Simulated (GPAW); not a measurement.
# SiC (P6_3mc): G0W0 with GPAW, start to end, part 2 of 2

How does a plane-wave GW calculation on SiC (P6_3mc) run from the first input to the gap?

GPAW 26.7.0; PBE and many-body steps on it, plane waves. Known limits of the many-body steps: not at the basis limit.

So far. Step 3 (Bands along the symmetry lines): The gap is 2.004 eV, −0.090 eV from the run before at this level. Step 4 (Empty states on the mesh, 6×6×2 mesh, 175 bands): On this mesh the gap is 2.008 eV.

## 5. Screening and self-energy, 6×6×2 mesh, 165 bands, screening to 70 eV

Now the one-shot GW correction: screening in the RPA, then the self-energy of the levels asked for.

This step: G0W0 on PBE, plane waves, PAW.

run.py

```python
import json
import numpy as np
from gpaw.mpi import world
from gpaw.response.g0w0 import G0W0

gw = G0W0('full.gpw',
    filename='gw',
    kpts=[0, 12],
    bands=(22, 26),
    ecut=70,
    nbands=165,
    integrate_gamma='WS',
    ppa=True)
gw.calculate()
res = {mode: {k: v for k, v in r.items() if k != 'sigma_eskwn'}
       for mode, r in gw.all_results.items()}

if world.rank == 0:
    with open('result.json', 'w') as f:
        json.dump(res, f, default=lambda x: x.tolist())
```

Launch:

```bash
$ mpirun -n 8 gpaw python run.py
```

Numbers of over 12 decimals in the logs are rounded to 6 here.

Log:

```text
Using integrator: PointIntegrator
FrequencyGridDescriptor(from 0.000+0.000j to 0.000+27.211j eV, 2 points)
Nonperiodic BCs:  [False False False]
Using integrator: PointIntegrator
FrequencyGridDescriptor(from 0.000+0.000j to 0.000+27.211j eV, 2 points)
Nonperiodic BCs:  [False False False]
  ___  _ _ _
 |   || | | |
 | | || | | |
 |__ ||_____|
 |___|

BZ k-points: Symmetries present (total): 6

  [... matrices ...]
72 k-points: 6 x 6 x 2 Monkhorst-Pack grid + [1/12,1/12,1/4]
14 k-points in the irreducible part of the Brillouin zone
       k-points in crystal coordinates                weights
   0:     0.00000000    0.00000000    0.00000000          1/72
   1:     0.00000000    0.00000000    0.50000000          1/72
   2:     0.16666667    0.00000000    0.00000000          6/72
   3:     0.16666667    0.00000000    0.50000000          6/72
   4:     0.33333333   -0.16666667    0.00000000          6/72
   5:     0.33333333   -0.16666667    0.50000000          6/72
   6:     0.33333333    0.00000000    0.00000000          6/72
   7:     0.33333333    0.00000000    0.50000000          6/72
   8:     0.33333333    0.33333333    0.00000000          2/72
   9:     0.33333333    0.33333333    0.50000000          2/72
          ...
  13:     0.50000000    0.50000000    0.50000000          3/72

Distributing spins, k-points and bands (1 x 2 x 4) over 8 processes
Number of blocks: 1

Quasi particle states:
k-points (IBZ indices): [0, 12]
Band range: (22, 26)
  [... matrices ...]
Computational parameters:
Plane wave cut-off: 70 eV
Number of bands: 165
Coulomb cutoff: None
Broadening: 0.1 eV

fxc modes: GW
Kernel: RPA
Using Godby-Needs plasmon-pole approximation:
  Fitting energy: i*E0, E0 = 1.000 Hartree
Summing all q:

Calculating screened Coulomb potential
No Coulomb truncation
FrequencyGridDescriptor(from 0.000+0.000j to 0.000+27.211j eV, 2 points)
Removing empty qpoint cache files...

Calculating chi0 body with:
    Ground state adapter containing:
    Number of spins: 1
    Number of kpoints: 72
    Number of irreducible kpoints: 14
    Number of completely occupied states: 24
    Number of partially occupied states: 24
    Occupied states memory: 10.6787109375 M / cpu

    Linear response parametrization:
    q_c: [1.3877787807814457e-17, 1.3877787807814457e-17, 0.0]
    Number of frequency points: 2
    Planewave cutoff: 70.0
    Number of bands: 165
    Number of planewaves: 165
    Broadening (eta): 1e-06
    comm.size: 8
    kncomm.size: 8
    blockcomm.size: 1

    Memory estimate of potentially large arrays:
        chi0_wGG: 0.830841 M / cpu
Integrating chi0 body.

Symmetries of q_c:
    Direct symmetries (Uq -> q): 6
    Indirect symmetries (TUq -> q): 6
In total 12 allowed symmetries.

  [... matrices ...]
14 groups of equivalent kpoints. 80.555556% reduction.

Integral kind: response function
Integrating chi0 head and wings.

Symmetries of q_c:
    Direct symmetries (Uq -> q): 6
    Indirect symmetries (TUq -> q): 6
In total 12 allowed symmetries.

  [... matrices ...]
14 groups of equivalent kpoints. 80.555556% reduction.

Integral kind: response function wings

Calculating chi0 body with:
    Ground state adapter containing:
    Number of spins: 1
    Number of kpoints: 72
    Number of irreducible kpoints: 14
    Number of completely occupied states: 24
    Number of partially occupied states: 24
[... the further q-points ...]

Results:
f:      Occupation numbers
eps:     KS-eigenvalues [eV]
vxc:     KS vxc [eV]
exx:     Exact exchange [eV]
sigma:   Self-energies [eV]
dsigma:  Self-energy derivatives
Z:       Renormalization factors
qp:      QP-energies [eV]

k-point 0 (0): (0.000, 0.000, 0.000)                GW
band       f     eps     vxc     exx   sigma  dsigma       Z      qp
                                                                   GW
  22   1.000   8.281 -15.758 -18.299   2.563  -0.246   0.803   8.298
  23   1.000   8.281 -15.758 -18.299   2.563  -0.246   0.803   8.298
  24   0.000  13.450 -14.480  -9.153  -4.180  -0.226   0.816  14.385
  25   0.000  13.624 -14.437  -9.060  -4.227  -0.227   0.815  14.561

k-point 1 (12): (0.500, 0.500, 0.000)                GW
band       f     eps     vxc     exx   sigma  dsigma       Z      qp
                                                                   GW
  22   1.000   6.618 -15.030 -17.955   2.677  -0.251   0.800   6.420
  23   1.000   7.175 -15.613 -18.577   2.801  -0.251   0.799   7.045
  24   0.000  10.289 -11.795  -7.590  -3.511  -0.214   0.824  10.860
  25   0.000  10.479 -11.805  -7.464  -3.634  -0.213   0.825  11.061
```

The job ended after 5.6 min (8 MPI ranks of Arm Neoverse V1, shared host; peak memory 3.4 GiB).

This step gave:

```
G0W0 gap on the points computed              : 2.562 eV
least direct G0W0 gap on the computed points : 3.815 eV
Z at the valence top                         : 0.8028
Z at the conduction bottom                   : 0.8240
starting gap on the mesh                     : 2.008 eV
k of the valence top                         : 0, 0, 0
k of the conduction bottom                   : 0.5, 0.5, 0
```

The gap on the mesh goes from 2.01 eV to 2.56 eV, a correction of +0.55 eV. The start differs from the 2.09 eV found before because the two sample other k points.

Limits: finite bands, cutoff and mesh. v1 is the top filled band, c1 the lowest empty one. Levels before and after the correction, in eV, zero at the valence-band top of each column:

```tsv
	conduction bottom	valence top
Kohn-Sham	2.01	0.00
G0W0	2.56	0.00
```

```tsv
	level	energy (eV)
Kohn-Sham	Γ v2-v1	0.000
Kohn-Sham	Γ c1	5.169
Kohn-Sham	Γ c2	5.343
Kohn-Sham	(0.5 0.5 0) v2	-1.663
Kohn-Sham	(0.5 0.5 0) v1	-1.106
Kohn-Sham	(0.5 0.5 0) c1	2.008
Kohn-Sham	(0.5 0.5 0) c2	2.198
G0W0	Γ v2-v1	0.000
G0W0	Γ c1	6.087
G0W0	Γ c2	6.263
G0W0	(0.5 0.5 0) v2	-1.879
G0W0	(0.5 0.5 0) v1	-1.253
G0W0	(0.5 0.5 0) c1	2.562
G0W0	(0.5 0.5 0) c2	2.763
```

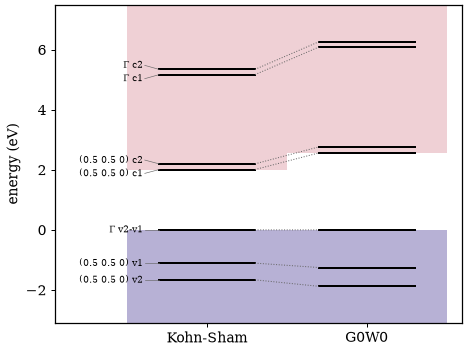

Levels before and after the correction. Shaded: valence and conduction bands.

## 6. Where the time went

Times are wall times on 8 MPI ranks of Arm Neoverse V1, shared host, good to a factor of about two.

```tsv
step	time	share	memory (GiB)
ground state	76 s	12 %	1.8
bands along the symmetry lines	97 s	16 %	2.1
empty states on the mesh	1.8 min	17 %	2.2
screening and self-energy	5.6 min	55 %	3.4
```

## 7. What came out

```
PBE gap              : 2.00 eV, indirect
G0W0 gap on the mesh : 2.56 eV
GW settings          : 6×6×2 mesh, 165 bands, screening to 70 eV, Godby-Needs plasmon pole
known limits         : not at the basis limit
```

In words: G0W0 moves the gap on the mesh from 2.01 eV to 2.56 eV (+0.55 eV), with Z of 0.80 and 0.82 at the edges. Only 2 of the mesh's irreducible points were corrected, so a valley elsewhere could overtake. The dearest step here is «screening and self-energy». Against experiment, by G0W0@PBE: the gap of 2.56 eV lies −0.44 eV from the measured 3 eV (optical, 2017); the gap of 2.56 eV lies −0.46 eV from the measured 3.02 eV (kind not stated, quoted 2020); the gap of 2.56 eV lies −0.47 eV from the measured 3.03 eV (indirect, quoted 2018). An exciton line or allowed optical edge lies below the quasiparticle gap by the binding energy; a forbidden edge can push the onset above it. The calculation has static nuclei and no excitons; a measured gap holds zero-point and thermal motion, which mostly lowers it. Bands and cutoff are finite, so the gap is not at the basis limit. The miss can reach some tenths of an eV and take either sign; the mesh is an error of its own. These stock PAW sets were not made for GW. In the G0W0 run levels were corrected at 2 k points alone, so a gap called «on the mesh» is the least over those, and an edge elsewhere would be missed.

[Paths, hosts, dates, memory and timing lines, banners, echoed tables and standing remarks are left out of the program output.]

[Logs are printed without paths, hosts, clocks, repeated set-up lines and the standing remarks that a program may print on its own settings, such as how far it seeks lower states.]

[Runs of the session that timed out or met a known fault of the program may be left out.]

[Hosts, paths, dates, database ids (printed as entryN), source tags and the programs' standing remarks are cut or masked in the printed files.]
